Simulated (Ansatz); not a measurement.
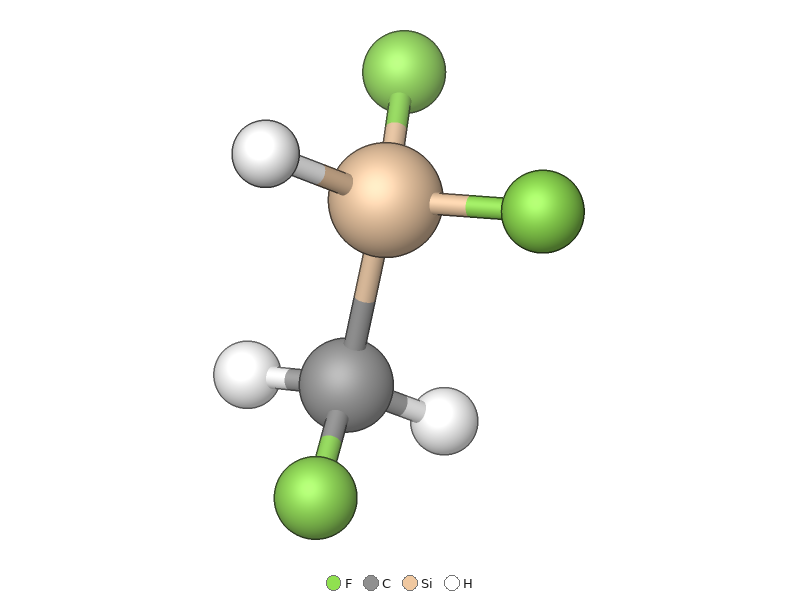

Starting geometry of the run.

Ansatz 0.2.0 input:

```yaml
crystal:
  periodic: [false, false, false]
  atoms:
    - {symbol: F, position_ang: [-0.819930, 1.741805, -0.078859]}
    - {symbol: C, position_ang: [-0.018852, 0.798203, 0.553812]}
    - {symbol: Si, position_ang: [0.026706, -0.766748, -0.476501]}
    - {symbol: F, position_ang: [0.834367, -1.854782, 0.351834]}
    - {symbol: F, position_ang: [0.820701, -0.497841, -1.821434]}
    - {symbol: H, position_ang: [-0.431127, 0.603217, 1.549986]}
    - {symbol: H, position_ang: [0.983412, 1.220490, 0.684034]}
    - {symbol: H, position_ang: [-1.303076, -1.301544, -0.818672]}
basis:
  gaussian: {orbitals: "6-31G*", fitting: {mean_field: cc-pVTZ-jkfit}, final_grid: {core_spheres: 8, valence_spheres: 7, degree: 23}, point_charges: [{charge: 2.00, position_ang: [3.528, 0.730, -0.040]}]}
hamiltonian: {xc: {name: PBEsol}}
accuracy: high
output: {forces: true}
```

Command:

```sh
ansatz run in.yaml --threads 2 --pin off --events-out ev --progress --plain --max-ram 4352MiB
```

Result:

```
Functional definition: PBEsol
  name "PBEsol"
  cite "Perdew et al., Phys. Rev. Lett. 100, 136406 (2008) doi:10.1103/PhysRevLett.100.136406"
  cite "Perdew, Burke & Ernzerhof, Phys. Rev. Lett. 77, 3865 (1996) doi:10.1103/PhysRevLett.77.3865"
  parent pbesol
  exchange = pbesol_x
  correlation = pbesol_c
527 factors; integrals over basis functions are off by at most 1.2e-1 eV
mean field evaluation 1: about -17056.2295 eV, gradient 4.7e1 eV
mean field evaluation 2: about -17050.5278 eV, gradient 7.5e1 eV
mean field evaluation 4: about -17060.2892 eV, gradient 3.4e0 eV
mean field evaluation 8: about -17060.3160 eV, gradient 5.1e-2 eV
mean field evaluation 16: about -17060.3161 eV, gradient 1.3e-6 eV
mean field -17060.31605201 eV, -626.9550510140 hartree, gradient 5.0e-8 eV, S^2 0.000000; 0 other end points of the search recorded, 0 dependent functions left out
the calculation of the forces begins
reference -17060.31605549 eV, -626.9550511417 hartree; 25, 25 occupied and 60, 60 virtual orbitals, 527 factors
Total energy: -17060.31605549 eV, -626.9550511417 hartree
Atom 0 at    -0.819930     1.741805    -0.078859 Å, force     0.555910    -0.458909     0.138023 eV/Å
Atom 1 at    -0.018852     0.798203     0.553812 Å, force    -1.361650     0.425362    -0.807522 eV/Å
Atom 2 at     0.026706    -0.766748    -0.476501 Å, force    -2.493233    -0.666693    -0.002933 eV/Å
Atom 3 at     0.834367    -1.854782     0.351834 Å, force     1.126832    -0.235030     0.562745 eV/Å
Atom 4 at     0.820701    -0.497841    -1.821434 Å, force     1.372908     0.596961    -0.678327 eV/Å
Atom 5 at    -0.431127     0.603217     1.549986 Å, force     0.060545    -0.076573     0.513560 eV/Å
Atom 6 at     0.983412     1.220490     0.684034 Å, force     1.462960     0.431369     0.359569 eV/Å
Atom 7 at    -1.303076    -1.301544    -0.818672 Å, force    -0.188313     0.072005     0.018767 eV/Å
Dipole moment:    -0.673861    -0.194457     0.229491 e Å
```

The calculation finished and met its thresholds.
